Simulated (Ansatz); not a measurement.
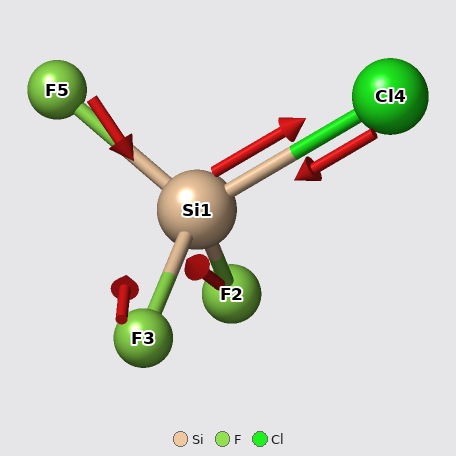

The arrows show one normal mode. Harmonic vibrations computed with RKS PBE0-D4/def2-TZVP (Ansatz 0.2.0) at a stationary point of the same level.

Estimate its harmonic wavenumber.

593 cm⁻¹; it is mode 6 of 9 counted from the lowest.
